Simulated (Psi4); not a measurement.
# SiNH3 (SMILES [N][SiH3]): UPBE/def2-TZVP (Coulomb fitting set, sweep point 1)

What is the vertical electron affinity of SiNH3 at UPBE/def2-TZVP (Coulomb fitting set, sweep point 1)? 

The calculation is run with Psi4 1.11.

**1. The structure to begin with**

The species is SiNH3 (5 atoms), meant as a triplet with charge 0. As SMILES, `[N][SiH3]`. Geometry: relaxed at GFN2-xTB.

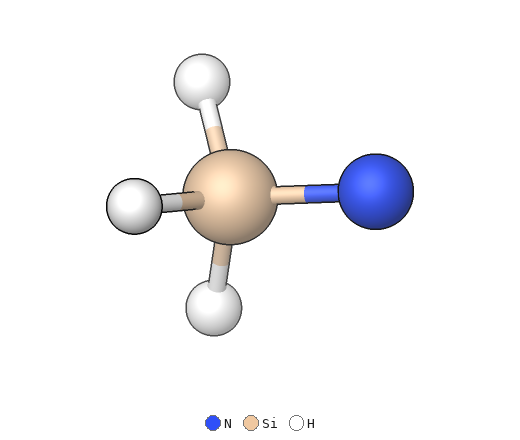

The structure, seen from a chosen angle (nitrogen blue, silicon light orange, hydrogen white).

**2. A single-point energy at UPBE/def2-TZVP (Coulomb fitting set, sweep point 1)**

calc.in

```
memory 1.6 GB

molecule m {
  0 3
  N     -2.90380985     0.63179214     0.90614257
  Si     0.01935080    -0.00442196    -0.00721875
  H      0.12273771    -0.59186222    -2.73139124
  H      1.04898697    -2.19771369     1.37422774
  H      1.71273438     2.16220573     0.45823969
  units bohr
  symmetry c1
}

set {
  basis def2-TZVP
  reference uks
  puream true
  scf_type df
  dft_radial_points 99
  dft_spherical_points 590
  df_basis_scf def2-universal-jfit
  maxiter 150
}

E = energy('pbe')
```

Launch:

```bash
$ psi4 -i calc.in -o calc.out -n 1
```

calc.out (excerpt; [...] marks lines left out):

```text
[...]
  Running in c1 symmetry.
[...]
  Nuclear repulsion =   51.355040895474829
[...]
  Multiplicity = 3
[...]
  Nalpha       = 13
  Nbeta        = 11
[...]
    Number of basis functions: 86
[...]
   @DF-UKS iter   1:  -345.54779239820920   -2.65682e-01   7.06143e-03 ADIIS/DIIS
[...]
   @DF-UKS iter   9:  -345.72202986580561   -2.84316e-08   2.70017e-07 DIIS
[...]
   @S^2 Observed:                2.005707362E+00
[...]
    Orbital Energies [Eh]
    ---------------------
    Alpha Occupied:
       1A    -65.404334     2A    -14.040601     3A     -5.057928
       4A     -3.467506     5A     -3.467190     6A     -3.467187
       7A     -0.759635     8A     -0.479259     9A     -0.355200
      10A     -0.355183    11A     -0.298873    12A     -0.275107
      13A     -0.275021
    Alpha Virtual:
      14A     -0.019000    15A      0.025895    16A      0.026075
      17A      0.038826    18A      0.130175    19A      0.130186
      20A      0.171204    21A      0.195096    22A      0.195336
      23A      0.212447    24A      0.257389    25A      0.257430
[...]
  @DF-UKS Final Energy:  -345.72202986580561
   => Energetics <=
    Nuclear Repulsion Energy =             51.3550408954748292
    One-Electron Energy =                -579.1313734377783931
    Two-Electron Energy =                 210.7227640768012122
    DFT Exchange-Correlation Energy =     -28.6684614003033502
    Empirical Dispersion Energy =           0.0000000000000000
    VV10 Nonlocal Energy =                  0.0000000000000000
    Total Energy =                       -345.7220298658056095
[...]
 Multipole Moments:
 ------------------------------------------------------------------------------------
     Multipole            Electronic (a.u.)      Nuclear  (a.u.)        Total (a.u.)
 ------------------------------------------------------------------------------------
 L = 1.  Multiply by 2.5417464519 to convert [e a0] to [Debye]
 Dipole X            :         -2.0622306            2.6745596            0.6123290
 Dipole Y            :          0.4481713           -0.5816206           -0.1334493
 Dipole Z            :          0.6404964           -0.8329727           -0.1924763
 Magnitude           :                                                    0.6555934
[...]
```

Run time: 16 s. Hardware: 1 thread of Intel Xeon Platinum 8259CL at 2.50GHz (Skylake/Cascade Lake), shared host; peak memory 0.84 GiB.

**3. The doublet anion, same level**

input.dat

```
memory 1600 MB

molecule mol {
  -1 2
  N     -2.90380985     0.63179214     0.90614257
  Si     0.01935080    -0.00442196    -0.00721875
  H      0.12273771    -0.59186222    -2.73139124
  H      1.04898697    -2.19771369     1.37422774
  H      1.71273438     2.16220573     0.45823969
  units au
  symmetry c1
}

set globals {
  basis                def2-TZVP
  reference            uks
  puream               true
  scf_type             df
  dft_radial_points    99
  dft_spherical_points 590
  df_basis_scf         def2-universal-jfit
  maxiter              150
}

result = energy('pbe')
```

Launch:

```bash
$ psi4 -n 1 input.dat output.dat
```

output.dat (excerpt; [...] marks lines left out):

```text
[...]
  Running in c1 symmetry.
[...]
  Nuclear repulsion =   51.355040895474829
[...]
  Multiplicity = 2
[...]
  Nalpha       = 13
  Nbeta        = 12
[...]
    Number of basis functions: 86
[...]
   @DF-UKS iter   1:  -345.29774224019593   -1.56319e-02   1.12436e-02 DIIS/ADIIS
[...]
   @DF-UKS iter  11:  -345.77592785220270   -9.00866e-09   4.53412e-07 DIIS
[...]
   @S^2 Observed:                7.530931636E-01
[...]
    Orbital Energies [Eh]
    ---------------------
    Alpha Occupied:
       1A    -65.156298     2A    -13.697856     3A     -4.806245
       4A     -3.217237     5A     -3.216021     6A     -3.214128
       7A     -0.428938     8A     -0.234965     9A     -0.114275
      10A     -0.102452    11A     -0.001527    12A      0.016173
      13A      0.060010
    Alpha Virtual:
      14A      0.189424    15A      0.230310    16A      0.235910
      17A      0.241286    18A      0.319224    19A      0.324955
      20A      0.381546    21A      0.424842    22A      0.427424
      23A      0.431187    24A      0.464717    25A      0.476662
[...]
  @DF-UKS Final Energy:  -345.77592785220270
   => Energetics <=
    Nuclear Repulsion Energy =             51.3550408954748292
    One-Electron Energy =                -585.5775774398202884
    Two-Electron Energy =                 217.3589461469942989
    DFT Exchange-Correlation Energy =     -28.9123374548515990
    Empirical Dispersion Energy =           0.0000000000000000
    VV10 Nonlocal Energy =                  0.0000000000000000
    Total Energy =                       -345.7759278522026989
[...]
 Multipole Moments:
 ------------------------------------------------------------------------------------
     Multipole            Electronic (a.u.)      Nuclear  (a.u.)        Total (a.u.)
 ------------------------------------------------------------------------------------
 L = 1.  Multiply by 2.5417464519 to convert [e a0] to [Debye]
 Dipole X            :         -1.7103701            2.6745596            0.9641895
 Dipole Y            :          0.3773843           -0.5816206           -0.2042364
 Dipole Z            :          0.5768646           -0.8329727           -0.2561081
 Magnitude           :                                                    1.0183149
[...]
```

It took 18 s on 1 thread of Intel Xeon Platinum 8259CL at 2.50GHz (Skylake/Cascade Lake), shared host; peak memory 0.84 GiB.

**4. Outcome**

At UPBE/def2-TZVP (Coulomb fitting set, sweep point 1):

| quantity | value |
| --- | --- |
| triplet SiNH3: total energy | -345.72203 Eh |
| triplet SiNH3: dipole moment | 1.67 D |
| triplet SiNH3: HOMO energy (highest over α and β) | -7.26 eV |
| triplet SiNH3: LUMO energy (lowest over α and β) | -4.92 eV |
| triplet SiNH3: ⟨S²⟩ | 2.006 |
| doublet anion: total energy | -345.77593 Eh |
| doublet anion: HOMO energy (highest over α and β) | 2.02 eV |
| doublet anion: LUMO energy (lowest over α and β) | 2.57 eV |
| doublet anion: ⟨S²⟩ | 0.753 |
| vertical electron affinity (to the doublet anion) | 1.467 eV |

**Reading.** At fixed nuclei the extra electron is bound by 1.47 eV (34 kcal/mol). The basis has no diffuse functions, so the error can be as large as this value. The HOMO (doublet anion) lies at positive energy, 2.02 eV, as semi-local functionals often give for anions; only total energies tell whether the electron is bound.
